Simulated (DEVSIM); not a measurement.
Structure: Mo/SiO2/n-GaSb capacitor, at 300 K.

```csv
layer (left to right),material,thickness (nm),Nd (cm⁻³)
1,SiO2,2.70,-
2,GaSb,5300,1.3e16
```

Metal gate on the left, work function 4.6 eV. Fixed charge at the semiconductor interface 7.5e11 cm⁻² (in units of +e); interface traps 2.5e10 cm⁻² eV⁻¹, uniform in energy, neutral level at 0.5 of the gap above the valence band.

The device is made up for the run: typed textbook-type constants, with dimensions and the other settings drawn at random. Values at 300 K.

```csv
parameter,SiO2,GaSb
gap (eV),9,0.726
affinity (eV),0.9,4.06
permittivity,3.9,15.7
Nc (cm⁻³),-,2.1e17
Nv (cm⁻³),-,1.8e19
```

DEVSIM, 1D Poisson equation in equilibrium, Boltzmann statistics, complete ionisation; no quantum confinement or tunnelling. Metal contacts follow the ideal Schottky-Mott rule: no Fermi-level pinning, no interface dipoles.

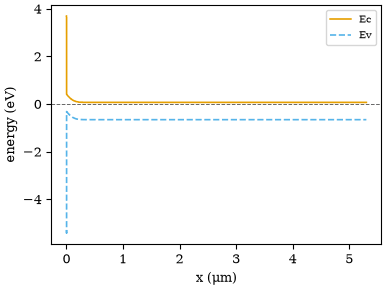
Band edges at 0.0 V on the gate

Energies count from the Fermi level of the right contact; mesh points crowd at the junctions.

| x (μm) | Ec (eV) | Ev (eV) | n (cm⁻³) | p (cm⁻³) | field (V/cm) |
|---|---|---|---|---|---|
| 0.000 | 3.700 | -5.300 | < 1e2 | < 1e2 | -470000 |
| 0.0009598 | 3.655 | -5.345 | < 1e2 | < 1e2 | -470000 |
| 0.001922 | 3.609 | -5.391 | < 1e2 | < 1e2 | -470000 |
| 0.002868 | 0.413 | -0.313 | 2.5e10 | 9.7e13 | -31000 |
| 0.005213 | 0.405 | -0.321 | 3.3e10 | 7.4e13 | -30000 |
| 0.009547 | 0.392 | -0.334 | 5.4e10 | 4.5e13 | -30000 |
| 0.01900 | 0.365 | -0.361 | 1.6e11 | 1.5e13 | -28000 |
| 0.04979 | 0.285 | -0.441 | 3.4e12 | 7.0e11 | -24000 |
| 0.1067 | 0.174 | -0.552 | 2.5e14 | 9.7e9 | -15000 |
| 0.2232 | 0.083 | -0.643 | 8.5e15 | 2.8e8 | -2500 |
| 0.4849 | 0.072 | -0.654 | 1.3e16 | 1.9e8 | ≈ 0 |
| 1.337 | 0.072 | -0.654 | 1.3e16 | 1.9e8 | ≈ 0 |
| 2.826 | 0.072 | -0.654 | 1.3e16 | 1.9e8 | ≈ 0 |
| 4.168 | 0.072 | -0.654 | 1.3e16 | 1.9e8 | ≈ 0 |
| 4.893 | 0.072 | -0.654 | 1.3e16 | 1.9e8 | ≈ 0 |
| 5.115 | 0.072 | -0.654 | 1.3e16 | 1.9e8 | ≈ 0 |
| 5.214 | 0.072 | -0.654 | 1.3e16 | 1.9e8 | ≈ 0 |
| 5.263 | 0.072 | -0.654 | 1.3e16 | 1.9e8 | ≈ 0 |
| 5.289 | 0.072 | -0.654 | 1.3e16 | 1.9e8 | ≈ 0 |
| 5.297 | 0.072 | -0.654 | 1.3e16 | 1.9e8 | ≈ 0 |
| 5.301 | 0.072 | -0.654 | 1.3e16 | 1.9e8 | ≈ 0 |
| 5.303 | 0.072 | -0.654 | 1.3e16 | 1.9e8 | ≈ 0 |
